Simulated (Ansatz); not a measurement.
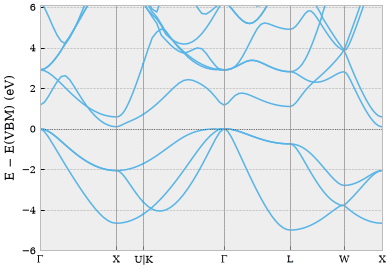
Fig. 1. Band structure from DFT-LDA in the program Ansatz with PAW potentials

Q: Read off the gap and where the band edges lie.

A: About 0.1 eV (0.10 eV by a search for the band edges); maximum at Γ, minimum at X.

The material is Mg2Ge (anti-fluorite, space group No. 225).

Space group Fm-3m (anti-fluorite). Symmetry was held in the LDA relaxation; phonons on a q-mesh show no instability. Spin–orbit coupling is left out wherever it is not named.

Potentials: the later of the program's two PAW sets.
